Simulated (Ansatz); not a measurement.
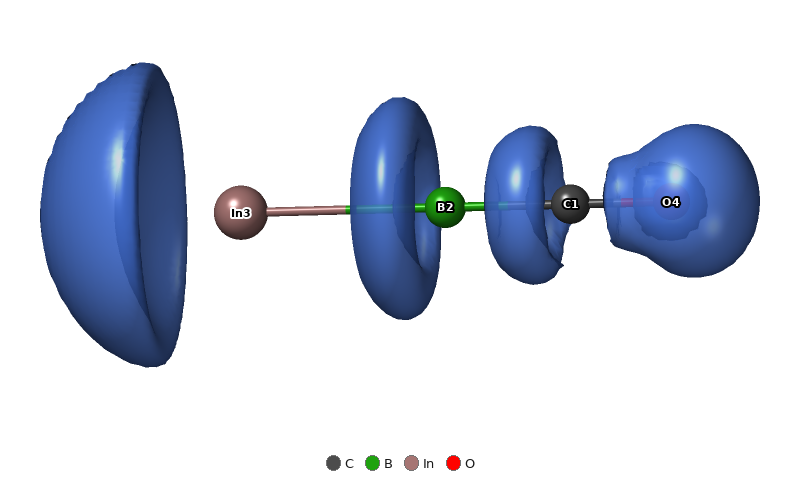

The picture shows: CBInO (SMILES O=C=[B][In]) (triplet). Isosurface of the electron localisation function at 0.75 (blue), seen from one side. Only the valence region is drawn (cores and ρ < 0.01 e/Å³ removed).

Geometry: r2SCAN-D4/def2-SVP; core potentials replace the inner electrons of In.

Theory: Ansatz, isolated molecule in a Gaussian basis; Kohn-Sham density functional theory, functional PBE0.

```xyz
4

C     0.0000    0.0000   -1.0276
B     0.0000    0.0000    0.4264
In    0.0000    0.0000    2.7988
O     0.0000    0.0000   -2.1977
```

Describe the localisation domains.

Answer. At this value the surface marks out one region between bonded B–C atoms (shared pairs), one lobe of the valence shell of B pointing towards In (polar bonds), one region on O in which the atom's valence shell and bonds are merged and one lobe on In, pointing away from the bonds (non-bonding electrons). Profiles from the grid: C–O (1.17 Å): the ELF peaks at about 0.85 between the atoms (a multiple bond). C–B (1.45 Å): the ELF peaks at about 0.95 between the atoms: localised, covalent bonding.
